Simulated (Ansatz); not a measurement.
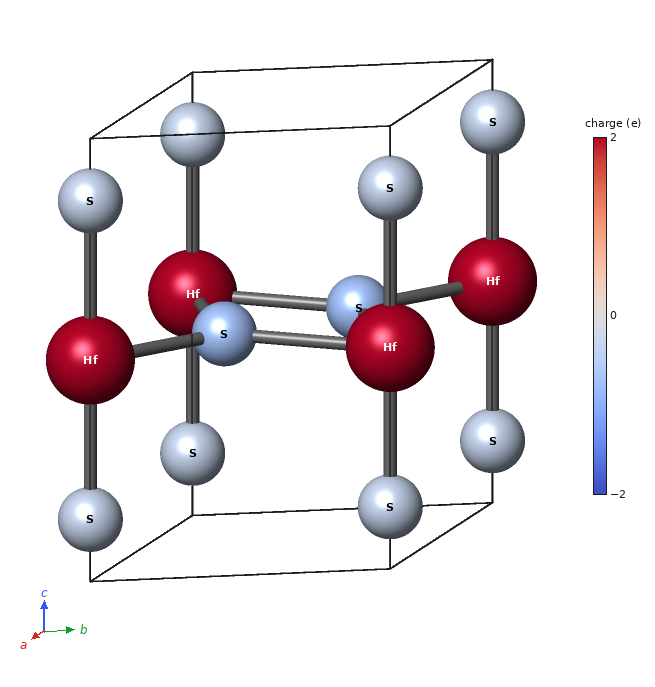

The figure gives a ball-and-stick picture of the atoms, viewed slightly off an axis. One simulation cell is framed, with atoms on its boundary repeated. The atoms of this HfS₄ cell are coloured by their Bader charge.

All computed values are from Ansatz, DFT PBE, scalar-relativistic, plane waves, PAW. Settings: plane waves up to 420 eV, a 12×12×6 mesh of k-points, Gaussian smearing of 0.1 eV, no spin polarisation.

Summarise the charge transfer.

Answer. Most positive: Hf; most negative: S. Charges: about Hf +2.0 e; S -0.7 to -0.3 e.

Source of the structure: a random cell made by a generator, so it need not be a real form of the compound. Earlier steps of the study, as a rule a relaxation of our own, may have changed the cell and positions, so they can lie some per cent off the listed ones. A calculation with Ansatz used it as input.
